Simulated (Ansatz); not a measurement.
The parent structure is CaO in the rock salt structure (space group Fm-3m, No. 225; a = 4.795 Å). Axes: x, y, z lie along the cube axes.

It is then changed as follows: uniaxial strain ε_xx = +0.95 %, all other strain components held at zero; the atoms relax in the strained cell.

Level of theory: Kohn–Sham DFT with the r2SCAN functional, run in Ansatz (a program for electronic structure) with PAW and 500 eV plane waves, no SOC.

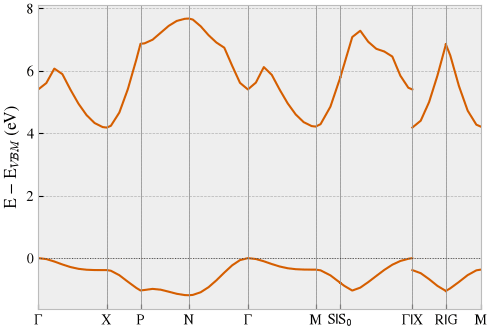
Fig. 1. Highest valence and lowest conduction band along the path of the changed cell's own zone

From the figure, how large is the changed gap, and is it direct?

About 4.2 eV, indirect, Γ → X.

Stability against distortions was not tested. Labels are those of the standard path for the cell's own space group.
